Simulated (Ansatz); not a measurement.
# Meshes and cutoff for the phonons of Ca (Fm-3m, 1 atom in the cell), part 2 of 3

How do the frequencies of Ca (Fm-3m, 1 atom in the cell) move with q mesh, k mesh and cutoff?

Ansatz 0.2.0; DFT PBEsol, scalar-relativistic, plane waves, PAW.

So far, highest frequency on the path or at a solved wavevector (cm⁻¹): step 3 (the dispersion) 171; step 4 (q mesh 2×2×2) 171. The relaxed cell has a = 5.455 Å (conventional setting).

## Step 8: Another k mesh, k-mesh 6×6×6, q mesh 2×2×2

The k mesh is changed to 6×6×6 on a small fixed q mesh, to find the coarsest that serves.

input.yaml reads:

```yaml
crystal:
  lattice:
    - [0.0, 2.7273233847, 2.7273233847]
    - [2.7273233847, 0.0, 2.7273233847]
    - [2.7273233847, 2.7273233847, 0.0]
  atoms:
    - { symbol: Ca, position: [0.0, 0.0, 0.0] }
kpoints:
  mp_grid: { grid: [6, 6, 6] }
hamiltonian:
  xc: pbesol
scf:
  occupations: { method: methfessel_paxton, width: 0.15 }
output:
  eigenvalues: true
phonons:
  method: dfpt
  qmesh: [2, 2, 2]
  temperatures: { t_max: 1000, t_step: 50 }
  qpath:
    path:
      - [[0.0, 0.0, 0.0], [0.5, 0.0, 0.5], [0.625, 0.25, 0.625]]
      - [[0.375, 0.375, 0.75], [0.0, 0.0, 0.0], [0.5, 0.5, 0.5], [0.5, 0.25, 0.75], [0.5, 0.0, 0.5]]
    npoints: 10
```

Started as:

```console
$ ansatz run input.yaml --threads 4 --pin off --max-ram 7168MiB --backend cpu --events-out ev --progress --plain --runs-dir out
```

Numbers of over 12 decimals in the logs are rounded to 6 here.

Log:

```text
[...]
Crystal: 1 atoms, lattice volume = 40.573 Å³
Basis set: ecut = 420 eV, 821 PW (Γ), exchange–correlation on 54×54×54 points (8 copies of the dense FFT grid, shifted against one another)
Bands: 9, of which v1, the nominal top of the filled ones, is band 5 counted from 1 (4 counted from 0)
Symmetry: 48 space group operations
k-points: 16 of 216
[...]
SCF iter   1: F=—  HF=-1793.708423 eV  |F-HF|=—  |Δ(HF+E_count)|=         —  Δρ=2.24e-3  dr2=2.08e-3  ethr=1.77e-3  ⟨swp⟩=5.2  Hψ=1096  notcnv=0
[...]
SCF iter   6: F=-1793.707901 eV  HF=-1793.707901 eV  |F-HF|=2.05e-12  |Δ(HF+E_count)|=  9.50e-11  S|Δr|=    0.00e0  Δρ=1.18e-7  dr2=2.01e-12  ethr=1.00e-12  ⟨swp⟩=5.4  Hψ=620  notcnv=0
SCF 1 converged in 6 iterations: F = -1793.707901 eV  dr2 = 2.01e-12
[...]
SCF converged after 6 iterations
[...]
Free energy (F): -1793.707901 eV
[...]
Internal energy: -1793.702543 eV  (E = F + TS)
E sigma→0 (E₀):  -1793.706562 eV
Entropy (-TS):   -0.005358 eV (-5.358 meV/atom)
Fermi energy:    5.194548 eV
[...]
--- Band table (eV; the first three rows and the last of 16) ---
[...]
ASR residual: 6.697e-5 → 0.000e0 eV/Å²; symmetrization residual: 4.358e-13 eV/Å²
  ASR residual per site (eV/Å²): 6.70e-5
  Γ frequencies (cm⁻¹): 0.00 0.00 0.00
--- Phonons (arbitrary-q DFPT): 3 irreducible q on the 2×2×2 mesh ---
[...]
interpolated dispersion: 62 rows × 3 modes
[...]
```

Run time: 2 s. Hardware: 4 threads of Arm Neoverse V2, shared host; peak memory 0.39 GiB.

The run finished; it serves as a test, and its numbers are not taken as the result.

## Step 9: Another k mesh, k-mesh 8×8×8, q mesh 2×2×2

The k mesh is changed to 8×8×8 on a small fixed q mesh, to find the coarsest that serves.

Changes to input.yaml since step 8:

```diff
@@ -8,3 +8,3 @@
 kpoints:
-  mp_grid: { grid: [6, 6, 6] }
+  mp_grid: { grid: [8, 8, 8] }
 hamiltonian:
```

Log:

```text
[...]
Crystal: 1 atoms, lattice volume = 40.573 Å³
Basis set: ecut = 420 eV, 821 PW (Γ), exchange–correlation on 54×54×54 points (8 copies of the dense FFT grid, shifted against one another)
Bands: 9, of which v1, the nominal top of the filled ones, is band 5 counted from 1 (4 counted from 0)
Symmetry: 48 space group operations
k-points: 29 of 512
[...]
SCF iter   1: F=—  HF=-1793.733258 eV  |F-HF|=—  |Δ(HF+E_count)|=         —  Δρ=2.07e-3  dr2=1.47e-3  ethr=1.77e-3  ⟨swp⟩=5.3  Hψ=2020  notcnv=0
[...]
SCF iter   7: F=-1793.732731 eV  HF=-1793.732731 eV  |F-HF|=0.00e0  |Δ(HF+E_count)|=  1.68e-11  S|Δr|=    0.00e0  Δρ=3.39e-8  dr2=1.52e-13  ethr=1.00e-12  ⟨swp⟩=5.1  Hψ=918  notcnv=0
the search or the solves at the SCF's close seem to have found levels that the self-consistency loop had missed (the run counts 1). By its estimate they hold under 1e-12 electrons; where the run keeps them, the occupations were computed again with them
SCF 1 converged in 7 iterations: F = -1793.732731 eV  dr2 = 1.52e-13
[...]
WARN: eigensolver did not converge in 6 slots of this pass, the one above among them; of largest residual over every band (k=18): 1 band(s) unlocked (lowest unlocked band 8, counted from 0; max residual 5.49e-4 eV among the unlocked bands, 5.49e-4 eV over every band); of lowest unlocked band (k=14): band 8
[...]
SCF converged after 7 iterations
[...]
Free energy (F): -1793.732731 eV
[...]
Internal energy: -1793.729909 eV  (E = F + TS)
E sigma→0 (E₀):  -1793.732025 eV
Entropy (-TS):   -0.002822 eV (-2.822 meV/atom)
Fermi energy:    5.103896 eV
[...]
--- Band table (eV; the first three rows and the last of 29) ---
[...]
ASR residual: 2.805e-5 → 0.000e0 eV/Å²; symmetrization residual: 1.895e-13 eV/Å²
  ASR residual per site (eV/Å²): 2.81e-5
  Γ frequencies (cm⁻¹): 0.00 0.00 0.00
--- Phonons (arbitrary-q DFPT): 3 irreducible q on the 2×2×2 mesh ---
[...]
interpolated dispersion: 62 rows × 3 modes
[...]
```

Run time: 3.3 s. Hardware: 4 threads; peak memory 0.43 GiB; 12 s of CPU time.

The run finished; it serves as a test, and its numbers are not taken as the result.

## Step 10: Another k mesh, k-mesh 12×12×12, q mesh 2×2×2

The k mesh is changed to 12×12×12 on a small fixed q mesh, to find the coarsest that serves.

Changes to input.yaml since step 9:

```diff
@@ -8,3 +8,3 @@
 kpoints:
-  mp_grid: { grid: [8, 8, 8] }
+  mp_grid: { grid: [12, 12, 12] }
 hamiltonian:
```

Log:

```text
[...]
Crystal: 1 atoms, lattice volume = 40.573 Å³
Basis set: ecut = 420 eV, 821 PW (Γ), exchange–correlation on 54×54×54 points (8 copies of the dense FFT grid, shifted against one another)
Bands: 9, of which v1, the nominal top of the filled ones, is band 5 counted from 1 (4 counted from 0)
Symmetry: 48 space group operations
k-points: 72 of 1728
[...]
E sigma→0 (E₀):  -1793.730103 eV
Entropy (-TS):   -0.003236 eV (-3.236 meV/atom)
Fermi energy:    5.146477 eV
[...]
--- Band table (eV; the first three rows and the last of 72) ---
[...]
ASR residual: 1.576e-4 → 0.000e0 eV/Å²; symmetrization residual: 1.611e-13 eV/Å²
  ASR residual per site (eV/Å²): 1.58e-4
  Γ frequencies (cm⁻¹): 0.00 0.00 0.00
--- Phonons (arbitrary-q DFPT): 3 irreducible q on the 2×2×2 mesh ---
[...]
interpolated dispersion: 62 rows × 3 modes
[...]
[key lines of the parts left out:]
SCF converged after 6 iterations
Free energy (F): -1793.730912 eV
```

It took 8.4 s on 4 threads; peak memory 0.64 GiB; 31 s of CPU time.

Frequencies (cm⁻¹) solved at each irreducible wavevector; negative means imaginary. Frequencies by wavevector, by row:

```tsv
q in reciprocal lattice units	star	mode 1	mode 2	mode 3
0 0 0	1	0	0	0
0 0 -0.5	4	78.5	78.5	159.9
0 -0.5 -0.5	3	131	131	170.8
```

Against step 4 (now k-mesh 12×12×12), the highest frequency on the path or at a solved wavevector stays at 171 cm⁻¹.

## Step 11: Another k mesh, q mesh 2×2×2

The k mesh is changed to 16×16×16 on a small fixed q mesh, to find the coarsest that serves.

Changes to input.yaml since step 10:

```diff
@@ -8,3 +8,3 @@
 kpoints:
-  mp_grid: { grid: [12, 12, 12] }
+  mp_grid: { grid: [16, 16, 16] }
 hamiltonian:
```

Log:

```text
[...]
Crystal: 1 atoms, lattice volume = 40.573 Å³
Basis set: ecut = 420 eV, 821 PW (Γ), exchange–correlation on 54×54×54 points (8 copies of the dense FFT grid, shifted against one another)
Bands: 9, of which v1, the nominal top of the filled ones, is band 5 counted from 1 (4 counted from 0)
Symmetry: 48 space group operations
k-points: 145 of 4096
[...]
E sigma→0 (E₀):  -1793.731610 eV
Entropy (-TS):   -0.002201 eV (-2.201 meV/atom)
Fermi energy:    5.151686 eV
[...]
--- Band table (eV; the first three rows and the last of 145) ---
[...]
ASR residual: 2.771e-5 → 0.000e0 eV/Å²; symmetrization residual: 9.505e-14 eV/Å²
  ASR residual per site (eV/Å²): 2.77e-5
  Γ frequencies (cm⁻¹): 0.00 0.00 0.00
--- Phonons (arbitrary-q DFPT): 3 irreducible q on the 2×2×2 mesh ---
[...]
interpolated dispersion: 62 rows × 3 modes
[...]
[key lines of the parts left out:]
SCF converged after 6 iterations
Free energy (F): -1793.732160 eV
```

It took 18 s on 4 threads; peak memory 1.1 GiB; 68 s of CPU time.

## Step 12: Another k mesh, k-mesh 24×24×24, q mesh 2×2×2

The k mesh is changed to 24×24×24 on a small fixed q mesh, to find the coarsest that serves.

Changes to input.yaml since step 11:

```diff
@@ -8,3 +8,3 @@
 kpoints:
-  mp_grid: { grid: [16, 16, 16] }
+  mp_grid: { grid: [24, 24, 24] }
 hamiltonian:
```

Log:

```text
[...]
Crystal: 1 atoms, lattice volume = 40.573 Å³
Basis set: ecut = 420 eV, 821 PW (Γ), exchange–correlation on 54×54×54 points (8 copies of the dense FFT grid, shifted against one another)
Bands: 9, of which v1, the nominal top of the filled ones, is band 5 counted from 1 (4 counted from 0)
Symmetry: 48 space group operations
k-points: 413 of 13824
[...]
E sigma→0 (E₀):  -1793.731892 eV
Entropy (-TS):   -0.001850 eV (-1.850 meV/atom)
Fermi energy:    5.147671 eV
[...]
--- Band table (eV; the first three rows and the last of 413) ---
[...]
ASR residual: 2.130e-6 → 0.000e0 eV/Å²; symmetrization residual: 1.942e-13 eV/Å²
  ASR residual per site (eV/Å²): 2.13e-6
  Γ frequencies (cm⁻¹): 0.00 0.00 0.00
--- Phonons (arbitrary-q DFPT): 3 irreducible q on the 2×2×2 mesh ---
[...]
interpolated dispersion: 62 rows × 3 modes
[...]
[key lines of the parts left out:]
SCF converged after 7 iterations
Free energy (F): -1793.732354 eV
```

Wall time 56 s (4 threads); peak memory 2.9 GiB.

## Step 13: Comparing the runs

Times are for 4 threads of Arm Neoverse V2, shared host. Results by setting:

```tsv
no.	k-mesh	lowest mode on the q mesh (acoustic modes at Γ apart) (cm⁻¹)	highest frequency on the path or at a solved wavevector (cm⁻¹)	time	memory (GiB)
1	12×12×12	78.55	170.8	8.4 s	0.64
2	16×16×16	78.56	170.8	18 s	1.1
3	24×24×24	78.63	170.9	56 s	2.9
```

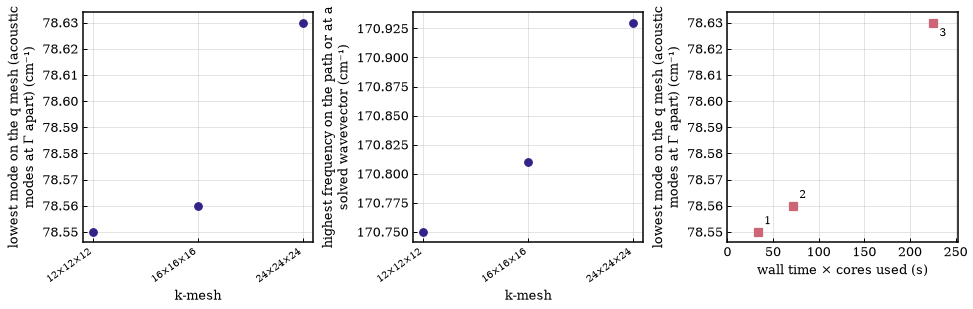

The series as plots; the last panel sets the first result against cost, with the runs numbered as in the table.

The phonon density of states has structure finer than the step of the table below, so its rows give means over 10 cm⁻¹, whole bins alone (the curve runs from 1 to 171 cm⁻¹). Peaks (cm⁻¹: height): 12×12×12 125.0: 0.0362, 155.0: 0.0608; 16×16×16 125.0: 0.0366, 155.0: 0.0684; 24×24×24 125.0: 0.0365, 155.0: 0.0675.

The runs together. Table of phonon density of states by wavenumber; means over each step; values in 1/cm⁻¹/cell:

```tsv
wavenumber (cm⁻¹)	12×12×12	16×16×16	24×24×24
10	1.6e-4	1.6e-4	1.6e-4
20	7.7e-4	7.7e-4	7.7e-4
30	0.00183	0.00184	0.00183
40	0.00334	0.00336	0.00334
50	0.00551	0.00553	0.00551
60	0.00852	0.00855	0.00853
70	0.0132	0.0133	0.0132
80	0.0223	0.0224	0.0224
90	0.0263	0.0264	0.0264
100	0.0287	0.0288	0.0288
110	0.0312	0.0315	0.0314
120	0.0343	0.0347	0.0346
130	0.0299	0.0304	0.0303
140	0.0260	0.0268	0.0266
150	0.0373	0.0418	0.0404
160	0.0282	0.0213	0.0234
```

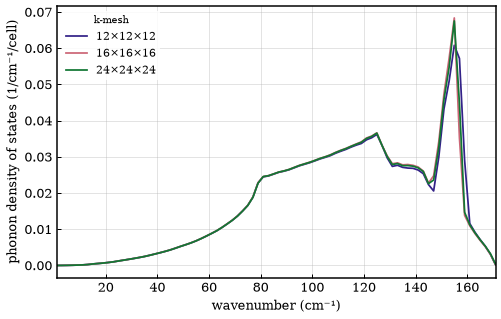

Phonon density of states, plotted against wavenumber.

The runs together, line C_V. The C_V by temperature; values in J/mol-atom/K:

```tsv
temperature (K)	12×12×12	16×16×16 = 24×24×24
0	0	0
50	11.1	11.2
100	19.8	19.8
150	22.4	22.4
200	23.5	23.5
250	24.0	24.0
300	24.3	24.3
350	24.4	24.5
400	24.6	24.6
450	24.6	24.6
500	24.7	24.7
550	24.7	24.7
600	24.8	24.8
650	24.8	24.8
700	24.8	24.8
750	24.8	24.8
800	24.8	24.8
850	24.9	24.9
900	24.9	24.9
950	24.9	24.9
1000	24.9	24.9
```

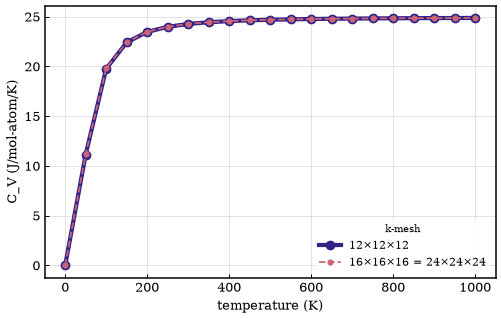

C_V, plotted against temperature.

## Step 14: Another cutoff, cutoff 170 eV, q mesh 2×2×2

The cutoff is set to 170 eV on a small fixed q mesh.

Changes to input.yaml since step 12:

```diff
@@ -8,3 +8,3 @@
 kpoints:
-  mp_grid: { grid: [24, 24, 24] }
+  mp_grid: { grid: [16, 16, 16] }
 hamiltonian:
@@ -24 +24,3 @@
     npoints: 10
+basis:
+  ecutwfc: 170
```

Log:

```text
Warning: basis.ecutwfc = 170 eV is below the records' recommended 420 eV, and the density's cutoff is lower with it unless basis.ecutrho_ratio is high enough to keep the records' density cutoff: compare with a run at a higher cutoff
[...]
Crystal: 1 atoms, lattice volume = 40.573 Å³
Basis set: ecut = 170 eV, 181 PW (Γ), exchange–correlation on 36×36×36 points (8 copies of the dense FFT grid, shifted against one another)
Bands: 9, of which v1, the nominal top of the filled ones, is band 5 counted from 1 (4 counted from 0)
Symmetry: 48 space group operations
k-points: 145 of 4096
[...]
SCF iter   1: F=—  HF=-1789.959686 eV  |F-HF|=—  |Δ(HF+E_count)|=         —  Δρ=5.29e-2  dr2=5.10e-1  ethr=1.77e-3  ⟨swp⟩=5.6  Hψ=9395  notcnv=0
[...]
SCF iter   7: F=-1789.686911 eV  HF=-1789.686911 eV  |F-HF|=4.55e-13  |Δ(HF+E_count)|=  4.32e-12  S|Δr|=    0.00e0  Δρ=4.77e-8  dr2=8.90e-13  ethr=1.00e-12  ⟨swp⟩=4.9  Hψ=4448  notcnv=0
[...]
SCF 1 converged in 7 iterations: F = -1789.686911 eV  dr2 = 8.90e-13
[...]
SCF converged after 7 iterations
[...]
Free energy (F): -1789.686911 eV
[...]
Internal energy: -1789.686136 eV  (E = F + TS)
E sigma→0 (E₀):  -1789.686718 eV
Entropy (-TS):   -0.000775 eV (-0.775 meV/atom)
Fermi energy:    5.385050 eV
[...]
--- Band table (eV; the first three rows and the last of 145) ---
[...]
ASR residual: 3.240e-6 → 0.000e0 eV/Å²; symmetrization residual: 2.132e-14 eV/Å²
  ASR residual per site (eV/Å²): 3.24e-6
  Γ frequencies (cm⁻¹): 0.00 0.00 0.00
--- Phonons (arbitrary-q DFPT): 3 irreducible q on the 2×2×2 mesh ---
[...]
interpolated dispersion: 62 rows × 3 modes
[...]
```

Wall time 6.5 s (4 threads); peak memory 0.56 GiB.

The run finished; it serves as a test, and its numbers are not taken as the result.

## Step 15: Another cutoff, cutoff 230 eV, q mesh 2×2×2

The cutoff is set to 230 eV on a small fixed q mesh.

Changes to input.yaml since step 14:

```diff
@@ -25,2 +25,2 @@
 basis:
-  ecutwfc: 170
+  ecutwfc: 230
```

Log:

```text
[...]
Crystal: 1 atoms, lattice volume = 40.573 Å³
Basis set: ecut = 230 eV, 331 PW (Γ), exchange–correlation on 40×40×40 points (8 copies of the dense FFT grid, shifted against one another)
Bands: 9, of which v1, the nominal top of the filled ones, is band 5 counted from 1 (4 counted from 0)
Symmetry: 48 space group operations
k-points: 145 of 4096
[...]
SCF iter   1: F=—  HF=-1793.317929 eV  |F-HF|=—  |Δ(HF+E_count)|=         —  Δρ=1.22e-2  dr2=2.56e-2  ethr=1.77e-3  ⟨swp⟩=5.7  Hψ=9714  notcnv=0
[...]
SCF iter   7: F=-1793.306380 eV  HF=-1793.306380 eV  |F-HF|=9.09e-13  |Δ(HF+E_count)|=  3.21e-11  S|Δr|=    0.00e0  Δρ=6.24e-8  dr2=1.50e-12  ethr=1.00e-12  ⟨swp⟩=5.1  Hψ=4756  notcnv=0
SCF 1 converged in 7 iterations: F = -1793.306380 eV  dr2 = 1.50e-12
[...]
SCF converged after 7 iterations
[...]
Free energy (F): -1793.306380 eV
[...]
Internal energy: -1793.304508 eV  (E = F + TS)
E sigma→0 (E₀):  -1793.305912 eV
Entropy (-TS):   -0.001873 eV (-1.873 meV/atom)
Fermi energy:    5.184561 eV
[...]
--- Band table (eV; the first three rows and the last of 145) ---
[...]
ASR residual: 3.690e-5 → 0.000e0 eV/Å²; symmetrization residual: 5.477e-15 eV/Å²
  ASR residual per site (eV/Å²): 3.69e-5
  Γ frequencies (cm⁻¹): 0.00 0.00 0.00
--- Phonons (arbitrary-q DFPT): 3 irreducible q on the 2×2×2 mesh ---
[...]
interpolated dispersion: 62 rows × 3 modes
[...]
```

Wall time 7.4 s (4 threads); peak memory 0.65 GiB; 27 s of CPU time.

The run finished; it serves as a test, and its numbers are not taken as the result.

[end of part 2 of 3]

[Logs are printed without paths, hosts, clocks, repeated set-up lines and the standing remarks that a program may print on its own settings, such as how far it seeks lower states.]

[Hosts, paths, dates, database ids (printed as entryN), source tags and the programs' standing remarks are cut or masked in the printed files.]
